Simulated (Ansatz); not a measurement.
**Molecular dynamics, with input and output: BCl2F (part 1 of 3)**

System: BCl2F.
Method: RKS B3LYP-D4/def2-SVP (Ansatz 0.2.0).

It belongs to a series of runs on one base structure; here: dynamics from the start. Figures and captions count atoms from 1; the log counts them from 0 in places.

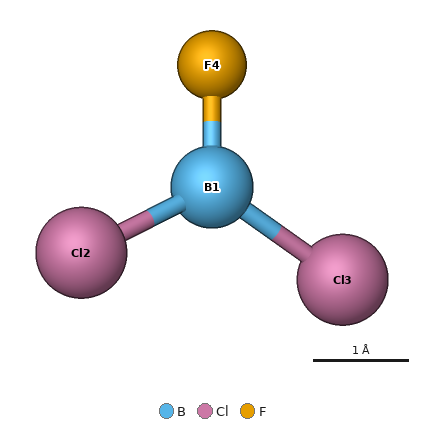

Fig. 1: The input geometry (ball-and-stick view, seen at a tilt; atoms are numbered from 1 in the order of the input). Bond lengths as drawn: B–Cl 1.75 Å and B–F 1.31 Å.

### Key numbers

```json
{"quantity": "outcome", "value": "finished"}
{"quantity": "mean temperature over the second half", "value": "419 K"}
{"quantity": "trajectory", "value": "150 steps, 150 fs"}
{"quantity": "ensemble", "value": "nvt_langevin"}
{"quantity": "temperature in the input", "value": "700.0 K"}
{"quantity": "time step", "value": "1.0 fs"}
{"quantity": "potential energy (last step)", "value": "−28432.7797 eV"}
{"quantity": "mean-field energy (last step)", "value": "−28432.6208 eV"}
{"quantity": "largest force (length of the vector) (last step)", "value": "0.914 eV/Å"}
{"quantity": "hardware", "value": "1 thread of Arm Neoverse V1, 24 GiB of memory available, shared host"}
{"quantity": "wall time", "value": "4.6 min"}
{"quantity": "peak memory", "value": "0.12 GiB"}
```

### Remarks

So short a trajectory is not equilibrated. The logged temperature at the start can lie below the typed one, since it is counted over all degrees of freedom. The temperature stays far from the 700 K of the thermostat over the second half: the run isn't equilibrated.

### The input
```yaml
crystal:
  periodic: [false, false, false]
  atoms:
    - { symbol: B, position_ang: [0.031845, 0.0, 0.018379] }
    - { symbol: Cl, position_ang: [0.006419, 0.0, 1.769144] }
    - { symbol: Cl, position_ang: [1.535346, 0.0, -0.879012] }
    - { symbol: F, position_ang: [-1.105911, 0.0, -0.638511] }
basis:
  gaussian: { orbitals: def2-SVP }
hamiltonian:
  xc: b3lyp
  dispersion: d4
md:
  timestep: 1.0
  n_steps: 150
  ensemble: nvt_langevin
  temperature: 700.0
  initial_velocities: maxwell_boltzmann
  seed: 543449
  friction: 0.001
```

Launched with:
```bash
ansatz run input.yaml --threads 1 --pin off --max-ram 2048MiB --backend cpu --events-out ev --progress --plain --runs-dir out
```

### The program's output
```
Engine: ansatz 0.2.0, aarch64-unknown-linux-gnu
Functional definition: B3LYP
  parameter a0 = 0.2
  parameter ax = 0.72
  parameter ac = 0.81
  exchange = (1 - a0 - ax)*slater_x + ax*b88_x + a0*exact_x
  correlation = (1 - ac)*vwn_rpa_c + ac*lyp_c
648 factors; integrals over basis functions are off by at most 6.1e-4 eV
mean field evaluation 1: about -28431.5769 eV, gradient 2.6e1 eV
mean field evaluation 2: about -28430.0471 eV, gradient 4.2e1 eV
mean field evaluation 4: about -28432.6259 eV, gradient 3.8e-1 eV
mean field evaluation 8: about -28432.6671 eV, gradient 6.4e-2 eV
mean field evaluation 16: about -28432.6671 eV, gradient 3.5e-6 eV
mean field -28432.66711145 eV, -1044.8812439919 hartree, gradient 3.5e-6 eV, S^2 0.000000; 0 other end points of the search recorded, 0 dependent functions left out
the calculation of the forces begins
reference -28432.66729315 eV, -1044.8812506692 hartree; 24, 24 occupied and 40, 40 virtual orbitals, 648 factors
md step     0: t =     0.00 fs  T =   525.0 K  F+E_penalty+E_count = -28432.82592931 eV  E_kin = 0.271446 eV  (27 SCF iters)
these checks for a lower state are left out or cut short: starts, cluster_reference, orbital_swaps, neighbouring_geometries, increment
648 factors; integrals over basis functions are off by at most 6.2e-4 eV
mean field -28432.66597395 eV, -1044.8812021894 hartree, gradient 1.3e-5 eV, S^2 0.000000; 0 other end points of the search recorded, 0 dependent functions left out
the calculation of the forces begins
reference -28432.66615604 eV, -1044.8812088810 hartree; 24, 24 occupied and 40, 40 virtual orbitals, 648 factors
md step     1: t =     1.00 fs  T =   504.2 K  F+E_penalty+E_count = -28432.82463077 eV  E_kin = 0.260667 eV  (30 SCF iters)
[... from here on the SCF iterations and repeated set-up lines of each step are left out, up to the last step ...]
md step     2: t =     2.00 fs  T =   482.8 K  F+E_penalty+E_count = -28432.82095593 eV  E_kin = 0.249639 eV  (30 SCF iters)
md step     3: t =     3.00 fs  T =   482.3 K  F+E_penalty+E_count = -28432.81528755 eV  E_kin = 0.249345 eV  (30 SCF iters)
md step     4: t =     4.00 fs  T =   482.7 K  F+E_penalty+E_count = -28432.80787716 eV  E_kin = 0.249550 eV  (30 SCF iters)
md step     5: t =     5.00 fs  T =   477.9 K  F+E_penalty+E_count = -28432.79871993 eV  E_kin = 0.247113 eV  (31 SCF iters)
md step     6: t =     6.00 fs  T =   465.5 K  F+E_penalty+E_count = -28432.78801771 eV  E_kin = 0.240685 eV  (31 SCF iters)
md step     7: t =     7.00 fs  T =   451.3 K  F+E_penalty+E_count = -28432.77620324 eV  E_kin = 0.233316 eV  (30 SCF iters)
md step     8: t =     8.00 fs  T =   422.9 K  F+E_penalty+E_count = -28432.76383383 eV  E_kin = 0.218655 eV  (24 SCF iters)
md step     9: t =     9.00 fs  T =   397.4 K  F+E_penalty+E_count = -28432.75148188 eV  E_kin = 0.205456 eV  (25 SCF iters)
md step    10: t =    10.00 fs  T =   392.8 K  F+E_penalty+E_count = -28432.73939172 eV  E_kin = 0.203071 eV  (24 SCF iters)
md step    11: t =    11.00 fs  T =   387.4 K  F+E_penalty+E_count = -28432.72778189 eV  E_kin = 0.200288 eV  (24 SCF iters)
md step    12: t =    12.00 fs  T =   376.5 K  F+E_penalty+E_count = -28432.71656330 eV  E_kin = 0.194664 eV  (24 SCF iters)
md step    13: t =    13.00 fs  T =   360.3 K  F+E_penalty+E_count = -28432.70608028 eV  E_kin = 0.186296 eV  (24 SCF iters)
md step    14: t =    14.00 fs  T =   317.7 K  F+E_penalty+E_count = -28432.69741981 eV  E_kin = 0.164247 eV  (24 SCF iters)
md step    15: t =    15.00 fs  T =   304.6 K  F+E_penalty+E_count = -28432.69106987 eV  E_kin = 0.157504 eV  (24 SCF iters)
md step    16: t =    16.00 fs  T =   291.4 K  F+E_penalty+E_count = -28432.68743623 eV  E_kin = 0.150669 eV  (22 SCF iters)
md step    17: t =    17.00 fs  T =   282.5 K  F+E_penalty+E_count = -28432.68691248 eV  E_kin = 0.146088 eV  (24 SCF iters)
md step    18: t =    18.00 fs  T =   278.8 K  F+E_penalty+E_count = -28432.68936688 eV  E_kin = 0.144151 eV  (24 SCF iters)
md step    19: t =    19.00 fs  T =   289.6 K  F+E_penalty+E_count = -28432.69385222 eV  E_kin = 0.149728 eV  (25 SCF iters)
md step    20: t =    20.00 fs  T =   310.1 K  F+E_penalty+E_count = -28432.70008356 eV  E_kin = 0.160333 eV  (27 SCF iters)
md step    21: t =    21.00 fs  T =   335.1 K  F+E_penalty+E_count = -28432.70804803 eV  E_kin = 0.173285 eV  (23 SCF iters)
md step    22: t =    22.00 fs  T =   373.9 K  F+E_penalty+E_count = -28432.71745689 eV  E_kin = 0.193307 eV  (24 SCF iters)
md step    23: t =    23.00 fs  T =   381.0 K  F+E_penalty+E_count = -28432.72803551 eV  E_kin = 0.196994 eV  (23 SCF iters)
md step    24: t =    24.00 fs  T =   402.7 K  F+E_penalty+E_count = -28432.73952314 eV  E_kin = 0.208211 eV  (24 SCF iters)
md step    25: t =    25.00 fs  T =   437.7 K  F+E_penalty+E_count = -28432.75176910 eV  E_kin = 0.226322 eV  (24 SCF iters)
md step    26: t =    26.00 fs  T =   462.3 K  F+E_penalty+E_count = -28432.76400510 eV  E_kin = 0.239030 eV  (24 SCF iters)
md step    27: t =    27.00 fs  T =   496.6 K  F+E_penalty+E_count = -28432.77526551 eV  E_kin = 0.256778 eV  (23 SCF iters)
md step    28: t =    28.00 fs  T =   542.9 K  F+E_penalty+E_count = -28432.78507622 eV  E_kin = 0.280685 eV  (24 SCF iters)
md step    29: t =    29.00 fs  T =   554.5 K  F+E_penalty+E_count = -28432.79286056 eV  E_kin = 0.286720 eV  (25 SCF iters)
md step    30: t =    30.00 fs  T =   564.1 K  F+E_penalty+E_count = -28432.79823358 eV  E_kin = 0.291680 eV  (24 SCF iters)
md step    31: t =    31.00 fs  T =   587.3 K  F+E_penalty+E_count = -28432.80110979 eV  E_kin = 0.303633 eV  (24 SCF iters)
md step    32: t =    32.00 fs  T =   537.6 K  F+E_penalty+E_count = -28432.80129888 eV  E_kin = 0.277941 eV  (30 SCF iters)
md step    33: t =    33.00 fs  T =   541.1 K  F+E_penalty+E_count = -28432.79877965 eV  E_kin = 0.279796 eV  (30 SCF iters)
md step    34: t =    34.00 fs  T =   535.3 K  F+E_penalty+E_count = -28432.79331169 eV  E_kin = 0.276751 eV  (30 SCF iters)
md step    35: t =    35.00 fs  T =   508.9 K  F+E_penalty+E_count = -28432.78468405 eV  E_kin = 0.263125 eV  (30 SCF iters)
md step    36: t =    36.00 fs  T =   492.6 K  F+E_penalty+E_count = -28432.77316097 eV  E_kin = 0.254708 eV  (23 SCF iters)
md step    37: t =    37.00 fs  T =   465.3 K  F+E_penalty+E_count = -28432.75934692 eV  E_kin = 0.240572 eV  (23 SCF iters)
md step    38: t =    38.00 fs  T =   469.4 K  F+E_penalty+E_count = -28432.74364950 eV  E_kin = 0.242680 eV  (23 SCF iters)
md step    39: t =    39.00 fs  T =   426.2 K  F+E_penalty+E_count = -28432.72714447 eV  E_kin = 0.220384 eV  (23 SCF iters)
md step    40: t =    40.00 fs  T =   403.0 K  F+E_penalty+E_count = -28432.71121418 eV  E_kin = 0.208369 eV  (23 SCF iters)
md step    41: t =    41.00 fs  T =   366.6 K  F+E_penalty+E_count = -28432.69735758 eV  E_kin = 0.189547 eV  (23 SCF iters)
md step    42: t =    42.00 fs  T =   375.3 K  F+E_penalty+E_count = -28432.68606945 eV  E_kin = 0.194050 eV  (26 SCF iters)
md step    43: t =    43.00 fs  T =   377.2 K  F+E_penalty+E_count = -28432.67786579 eV  E_kin = 0.195031 eV  (24 SCF iters)
md step    44: t =    44.00 fs  T =   374.0 K  F+E_penalty+E_count = -28432.67429366 eV  E_kin = 0.193360 eV  (22 SCF iters)
md step    45: t =    45.00 fs  T =   376.6 K  F+E_penalty+E_count = -28432.67543806 eV  E_kin = 0.194726 eV  (22 SCF iters)
md step    46: t =    46.00 fs  T =   373.7 K  F+E_penalty+E_count = -28432.68093781 eV  E_kin = 0.193219 eV  (23 SCF iters)
md step    47: t =    47.00 fs  T =   373.5 K  F+E_penalty+E_count = -28432.68984014 eV  E_kin = 0.193093 eV  (24 SCF iters)
md step    48: t =    48.00 fs  T =   419.9 K  F+E_penalty+E_count = -28432.70199898 eV  E_kin = 0.217102 eV  (23 SCF iters)
md step    49: t =    49.00 fs  T =   423.8 K  F+E_penalty+E_count = -28432.71651774 eV  E_kin = 0.219117 eV  (30 SCF iters)
md step    50: t =    50.00 fs  T =   424.2 K  F+E_penalty+E_count = -28432.73154361 eV  E_kin = 0.219351 eV  (30 SCF iters)
md step    51: t =    51.00 fs  T =   465.5 K  F+E_penalty+E_count = -28432.74697054 eV  E_kin = 0.240666 eV  (30 SCF iters)
md step    52: t =    52.00 fs  T =   495.5 K  F+E_penalty+E_count = -28432.76238513 eV  E_kin = 0.256189 eV  (30 SCF iters)
md step    53: t =    53.00 fs  T =   502.5 K  F+E_penalty+E_count = -28432.77685305 eV  E_kin = 0.259825 eV  (30 SCF iters)
md step    54: t =    54.00 fs  T =   545.1 K  F+E_penalty+E_count = -28432.78991435 eV  E_kin = 0.281814 eV  (31 SCF iters)
md step    55: t =    55.00 fs  T =   574.7 K  F+E_penalty+E_count = -28432.80119604 eV  E_kin = 0.297142 eV  (30 SCF iters)
md step    56: t =    56.00 fs  T =   558.6 K  F+E_penalty+E_count = -28432.81017742 eV  E_kin = 0.288811 eV  (30 SCF iters)
md step    57: t =    57.00 fs  T =   561.9 K  F+E_penalty+E_count = -28432.81633460 eV  E_kin = 0.290507 eV  (30 SCF iters)
md step    58: t =    58.00 fs  T =   555.2 K  F+E_penalty+E_count = -28432.81938801 eV  E_kin = 0.287038 eV  (30 SCF iters)
md step    59: t =    59.00 fs  T =   529.4 K  F+E_penalty+E_count = -28432.81954824 eV  E_kin = 0.273715 eV  (30 SCF iters)
md step    60: t =    60.00 fs  T =   557.9 K  F+E_penalty+E_count = -28432.81693610 eV  E_kin = 0.288469 eV  (30 SCF iters)
md step    61: t =    61.00 fs  T =   546.6 K  F+E_penalty+E_count = -28432.81139803 eV  E_kin = 0.282599 eV  (27 SCF iters)
md step    62: t =    62.00 fs  T =   547.1 K  F+E_penalty+E_count = -28432.80311826 eV  E_kin = 0.282898 eV  (30 SCF iters)
md step    63: t =    63.00 fs  T =   557.9 K  F+E_penalty+E_count = -28432.79242511 eV  E_kin = 0.288437 eV  (30 SCF iters)
md step    64: t =    64.00 fs  T =   529.0 K  F+E_penalty+E_count = -28432.77983243 eV  E_kin = 0.273493 eV  (30 SCF iters)
md step    65: t =    65.00 fs  T =   504.1 K  F+E_penalty+E_count = -28432.76587302 eV  E_kin = 0.260640 eV  (30 SCF iters)
md step    66: t =    66.00 fs  T =   478.8 K  F+E_penalty+E_count = -28432.75073710 eV  E_kin = 0.247533 eV  (30 SCF iters)
md step    67: t =    67.00 fs  T =   450.9 K  F+E_penalty+E_count = -28432.73495599 eV  E_kin = 0.233149 eV  (24 SCF iters)
md step    68: t =    68.00 fs  T =   419.8 K  F+E_penalty+E_count = -28432.71976141 eV  E_kin = 0.217038 eV  (23 SCF iters)
md step    69: t =    69.00 fs  T =   385.1 K  F+E_penalty+E_count = -28432.70597536 eV  E_kin = 0.199100 eV  (23 SCF iters)
md step    70: t =    70.00 fs  T =   378.8 K  F+E_penalty+E_count = -28432.69378849 eV  E_kin = 0.195863 eV  (23 SCF iters)
md step    71: t =    71.00 fs  T =   365.7 K  F+E_penalty+E_count = -28432.68370812 eV  E_kin = 0.189059 eV  (23 SCF iters)
md step    72: t =    72.00 fs  T =   363.0 K  F+E_penalty+E_count = -28432.67565756 eV  E_kin = 0.187663 eV  (23 SCF iters)
md step    73: t =    73.00 fs  T =   355.4 K  F+E_penalty+E_count = -28432.66987437 eV  E_kin = 0.183749 eV  (24 SCF iters)
md step    74: t =    74.00 fs  T =   331.8 K  F+E_penalty+E_count = -28432.66655947 eV  E_kin = 0.171566 eV  (24 SCF iters)
md step    75: t =    75.00 fs  T =   340.4 K  F+E_penalty+E_count = -28432.66531293 eV  E_kin = 0.175990 eV  (23 SCF iters)
md step    76: t =    76.00 fs  T =   345.4 K  F+E_penalty+E_count = -28432.66614265 eV  E_kin = 0.178590 eV  (24 SCF iters)
md step    77: t =    77.00 fs  T =   353.8 K  F+E_penalty+E_count = -28432.66887204 eV  E_kin = 0.182911 eV  (24 SCF iters)
md step    78: t =    78.00 fs  T =   360.4 K  F+E_penalty+E_count = -28432.67356732 eV  E_kin = 0.186338 eV  (24 SCF iters)
md step    79: t =    79.00 fs  T =   375.0 K  F+E_penalty+E_count = -28432.68038510 eV  E_kin = 0.193913 eV  (24 SCF iters)
md step    80: t =    80.00 fs  T =   369.5 K  F+E_penalty+E_count = -28432.68862005 eV  E_kin = 0.191065 eV  (23 SCF iters)
md step    81: t =    81.00 fs  T =   385.7 K  F+E_penalty+E_count = -28432.69787851 eV  E_kin = 0.199444 eV  (23 SCF iters)
md step    82: t =    82.00 fs  T =   407.1 K  F+E_penalty+E_count = -28432.70810675 eV  E_kin = 0.210467 eV  (23 SCF iters)
md step    83: t =    83.00 fs  T =   422.4 K  F+E_penalty+E_count = -28432.71896851 eV  E_kin = 0.218404 eV  (26 SCF iters)
md step    84: t =    84.00 fs  T =   459.9 K  F+E_penalty+E_count = -28432.72974260 eV  E_kin = 0.237795 eV  (24 SCF iters)
md step    85: t =    85.00 fs  T =   481.9 K  F+E_penalty+E_count = -28432.74019355 eV  E_kin = 0.249169 eV  (24 SCF iters)
md step    86: t =    86.00 fs  T =   502.7 K  F+E_penalty+E_count = -28432.75000509 eV  E_kin = 0.259924 eV  (24 SCF iters)
md step    87: t =    87.00 fs  T =   484.2 K  F+E_penalty+E_count = -28432.75824776 eV  E_kin = 0.250330 eV  (23 SCF iters)
md step    88: t =    88.00 fs  T =   475.9 K  F+E_penalty+E_count = -28432.76462303 eV  E_kin = 0.246038 eV  (23 SCF iters)
md step    89: t =    89.00 fs  T =   452.7 K  F+E_penalty+E_count = -28432.76924632 eV  E_kin = 0.234045 eV  (23 SCF iters)
md step    90: t =    90.00 fs  T =   455.8 K  F+E_penalty+E_count = -28432.77213814 eV  E_kin = 0.235667 eV  (23 SCF iters)
md step    91: t =    91.00 fs  T =   440.5 K  F+E_penalty+E_count = -28432.77309012 eV  E_kin = 0.227757 eV  (24 SCF iters)
md step    92: t =    92.00 fs  T =   471.3 K  F+E_penalty+E_count = -28432.77195691 eV  E_kin = 0.243694 eV  (23 SCF iters)
md step    93: t =    93.00 fs  T =   477.4 K  F+E_penalty+E_count = -28432.76869508 eV  E_kin = 0.246831 eV  (23 SCF iters)
md step    94: t =    94.00 fs  T =   482.1 K  F+E_penalty+E_count = -28432.76332854 eV  E_kin = 0.249284 eV  (23 SCF iters)
md step    95: t =    95.00 fs  T =   459.7 K  F+E_penalty+E_count = -28432.75617745 eV  E_kin = 0.237700 eV  (23 SCF iters)
md step    96: t =    96.00 fs  T =   448.7 K  F+E_penalty+E_count = -28432.74757419 eV  E_kin = 0.231986 eV  (24 SCF iters)
md step    97: t =    97.00 fs  T =   408.7 K  F+E_penalty+E_count = -28432.73786810 eV  E_kin = 0.211331 eV  (23 SCF iters)
md step    98: t =    98.00 fs  T =   389.3 K  F+E_penalty+E_count = -28432.72752557 eV  E_kin = 0.201270 eV  (23 SCF iters)
md step    99: t =    99.00 fs  T =   365.3 K  F+E_penalty+E_count = -28432.71658533 eV  E_kin = 0.188861 eV  (23 SCF iters)
md step   100: t =   100.00 fs  T =   342.5 K  F+E_penalty+E_count = -28432.70561591 eV  E_kin = 0.177083 eV  (24 SCF iters)
md step   101: t =   101.00 fs  T =   335.4 K  F+E_penalty+E_count = -28432.69521975 eV  E_kin = 0.173413 eV  (23 SCF iters)
md step   102: t =   102.00 fs  T =   324.8 K  F+E_penalty+E_count = -28432.68534400 eV  E_kin = 0.167934 eV  (23 SCF iters)
md step   103: t =   103.00 fs  T =   297.4 K  F+E_penalty+E_count = -28432.67646111 eV  E_kin = 0.153789 eV  (23 SCF iters)
md step   104: t =   104.00 fs  T =   265.8 K  F+E_penalty+E_count = -28432.66977078 eV  E_kin = 0.137433 eV  (23 SCF iters)
md step   105: t =   105.00 fs  T =   253.4 K  F+E_penalty+E_count = -28432.66550941 eV  E_kin = 0.131026 eV  (22 SCF iters)
md step   106: t =   106.00 fs  T =   248.8 K  F+E_penalty+E_count = -28432.66402228 eV  E_kin = 0.128633 eV  (26 SCF iters)
md step   107: t =   107.00 fs  T =   263.0 K  F+E_penalty+E_count = -28432.66548448 eV  E_kin = 0.135999 eV  (23 SCF iters)
md step   108: t =   108.00 fs  T =   266.2 K  F+E_penalty+E_count = -28432.66959476 eV  E_kin = 0.137638 eV  (23 SCF iters)
md step   109: t =   109.00 fs  T =   303.7 K  F+E_penalty+E_count = -28432.67629888 eV  E_kin = 0.157017 eV  (23 SCF iters)
md step   110: t =   110.00 fs  T =   336.3 K  F+E_penalty+E_count = -28432.68538649 eV  E_kin = 0.173887 eV  (24 SCF iters)
md step   111: t =   111.00 fs  T =   362.6 K  F+E_penalty+E_count = -28432.69643455 eV  E_kin = 0.187493 eV  (30 SCF iters)
md step   112: t =   112.00 fs  T =   368.5 K  F+E_penalty+E_count = -28432.70844782 eV  E_kin = 0.190536 eV  (30 SCF iters)
md step   113: t =   113.00 fs  T =   418.2 K  F+E_penalty+E_count = -28432.72140444 eV  E_kin = 0.216210 eV  (30 SCF iters)
md step   114: t =   114.00 fs  T =   452.7 K  F+E_penalty+E_count = -28432.73492234 eV  E_kin = 0.234058 eV  (30 SCF iters)
md step   115: t =   115.00 fs  T =   467.6 K  F+E_penalty+E_count = -28432.74830794 eV  E_kin = 0.241773 eV  (30 SCF iters)
md step   116: t =   116.00 fs  T =   479.1 K  F+E_penalty+E_count = -28432.76110721 eV  E_kin = 0.247709 eV  (30 SCF iters)
md step   117: t =   117.00 fs  T =   467.0 K  F+E_penalty+E_count = -28432.77243621 eV  E_kin = 0.241435 eV  (30 SCF iters)
md step   118: t =   118.00 fs  T =   510.9 K  F+E_penalty+E_count = -28432.78219564 eV  E_kin = 0.264166 eV  (30 SCF iters)
md step   119: t =   119.00 fs  T =   528.6 K  F+E_penalty+E_count = -28432.79027743 eV  E_kin = 0.273294 eV  (30 SCF iters)
md step   120: t =   120.00 fs  T =   537.6 K  F+E_penalty+E_count = -28432.79579078 eV  E_kin = 0.277945 eV  (30 SCF iters)
md step   121: t =   121.00 fs  T =   527.7 K  F+E_penalty+E_count = -28432.79844933 eV  E_kin = 0.272844 eV  (30 SCF iters)
md step   122: t =   122.00 fs  T =   570.6 K  F+E_penalty+E_count = -28432.79835647 eV  E_kin = 0.295017 eV  (30 SCF iters)
md step   123: t =   123.00 fs  T =   574.4 K  F+E_penalty+E_count = -28432.79539121 eV  E_kin = 0.296976 eV  (30 SCF iters)
md step   124: t =   124.00 fs  T =   545.8 K  F+E_penalty+E_count = -28432.78989089 eV  E_kin = 0.282213 eV  (30 SCF iters)
md step   125: t =   125.00 fs  T =   526.9 K  F+E_penalty+E_count = -28432.78251629 eV  E_kin = 0.272449 eV  (26 SCF iters)
md step   126: t =   126.00 fs  T =   505.1 K  F+E_penalty+E_count = -28432.77375800 eV  E_kin = 0.261148 eV  (31 SCF iters)
md step   127: t =   127.00 fs  T =   483.5 K  F+E_penalty+E_count = -28432.76344269 eV  E_kin = 0.249971 eV  (30 SCF iters)
md step   128: t =   128.00 fs  T =   477.7 K  F+E_penalty+E_count = -28432.75201989 eV  E_kin = 0.246996 eV  (30 SCF iters)
md step   129: t =   129.00 fs  T =   443.7 K  F+E_penalty+E_count = -28432.74070198 eV  E_kin = 0.229409 eV  (31 SCF iters)
md step   130: t =   130.00 fs  T =   406.9 K  F+E_penalty+E_count = -28432.73027489 eV  E_kin = 0.210373 eV  (30 SCF iters)
md step   131: t =   131.00 fs  T =   396.6 K  F+E_penalty+E_count = -28432.72070319 eV  E_kin = 0.205061 eV  (25 SCF iters)
md step   132: t =   132.00 fs  T =   361.4 K  F+E_penalty+E_count = -28432.71184344 eV  E_kin = 0.186836 eV  (24 SCF iters)
md step   133: t =   133.00 fs  T =   374.8 K  F+E_penalty+E_count = -28432.70364436 eV  E_kin = 0.193785 eV  (25 SCF iters)
md step   134: t =   134.00 fs  T =   352.7 K  F+E_penalty+E_count = -28432.69664793 eV  E_kin = 0.182345 eV  (25 SCF iters)
md step   135: t =   135.00 fs  T =   337.1 K  F+E_penalty+E_count = -28432.69156802 eV  E_kin = 0.174318 eV  (23 SCF iters)
md step   136: t =   136.00 fs  T =   343.6 K  F+E_penalty+E_count = -28432.68806957 eV  E_kin = 0.177645 eV  (24 SCF iters)
md step   137: t =   137.00 fs  T =   350.4 K  F+E_penalty+E_count = -28432.68632955 eV  E_kin = 0.181163 eV  (24 SCF iters)
md step   138: t =   138.00 fs  T =   340.6 K  F+E_penalty+E_count = -28432.68645756 eV  E_kin = 0.176090 eV  (24 SCF iters)
md step   139: t =   139.00 fs  T =   356.3 K  F+E_penalty+E_count = -28432.68817437 eV  E_kin = 0.184219 eV  (24 SCF iters)
md step   140: t =   140.00 fs  T =   369.4 K  F+E_penalty+E_count = -28432.69151137 eV  E_kin = 0.191012 eV  (24 SCF iters)
md step   141: t =   141.00 fs  T =   403.7 K  F+E_penalty+E_count = -28432.69705171 eV  E_kin = 0.208745 eV  (23 SCF iters)
md step   142: t =   142.00 fs  T =   431.0 K  F+E_penalty+E_count = -28432.70484546 eV  E_kin = 0.222829 eV  (23 SCF iters)
md step   143: t =   143.00 fs  T =   438.9 K  F+E_penalty+E_count = -28432.71359322 eV  E_kin = 0.226923 eV  (24 SCF iters)
md step   144: t =   144.00 fs  T =   448.4 K  F+E_penalty+E_count = -28432.72320713 eV  E_kin = 0.231838 eV  (24 SCF iters)
md step   145: t =   145.00 fs  T =   483.2 K  F+E_penalty+E_count = -28432.73392368 eV  E_kin = 0.249815 eV  (24 SCF iters)
```
